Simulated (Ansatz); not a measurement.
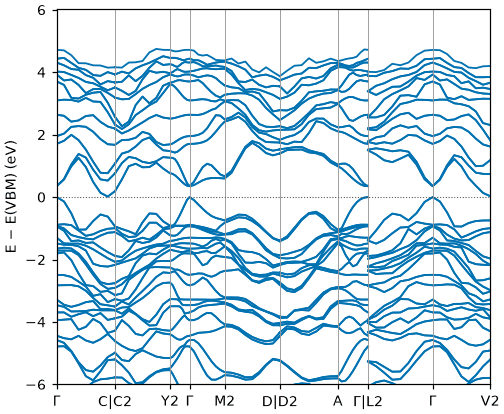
*Band structure from the program Ansatz at the LDA with spin–orbit coupling level (PAW)*

Question: Read off the gap and where the band edges lie.

Answer: About 0.0 eV (0.02 eV by a search for the band edges); maximum at Γ, minimum on the Γ–C line, 87 % of the way from Γ.

The material is Tl2SnS3 in space group C2/m (No. 12; Pearson symbol mS24).

The workflow started from a Materials Project entry (that database holds measured and hypothetical structures alike); the Crystallography Open Database files this formula in space group No. 12, but the cells were not matched. Whether it is the stable phase at ambient conditions was not checked. Symmetry was held in the LDA relaxation; its stability against distortions is not shown here. A crystal of weakly bound units computed without a dispersion correction: the cell and the soft elastic constants depend strongly on that.

Potentials: the later of the program's two PAW sets.
